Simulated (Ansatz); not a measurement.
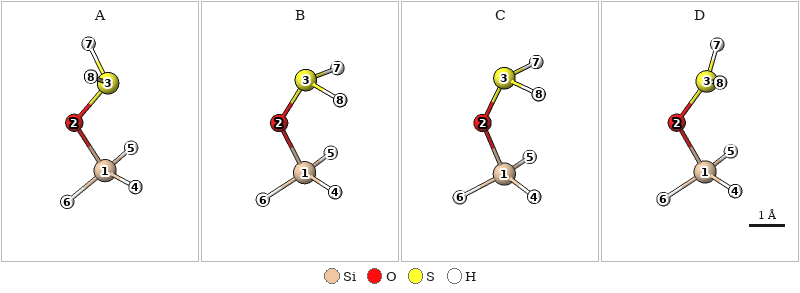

4 geometries from a converged minimum-energy path of SiH5SO (charge +1), shuffled. Style: ball-and-stick. Shown from a free direction.

Theory: RKS PBE-D4/def2-SVPD in Ansatz 0.2.0. Set-up: 5 movable images; climbing image; force threshold 0.05 eV/Å; iteration limit 60; starting path by image-dependent pair potential.

One of them is the converged climbing image. Which?

D. In order along the path, whose images run from 0 to 6: A (image 1, +5.5 kJ/mol), D (image 3, +152.2 kJ/mol), C (image 5, +2.8 kJ/mol), B (image 6, −0.2 kJ/mol). The motion is an umbrella inversion at S3. No bond forms or breaks between the ends. Bond angles that change up to the highest image, for instance: H7–S3–H8 92.0° → 120.1°, O2–S3–H8 100.3° → 119.9°.

Cost: 58 s on 2 threads of Arm Neoverse V1, with other jobs on the host, peak memory 0.14 GiB.
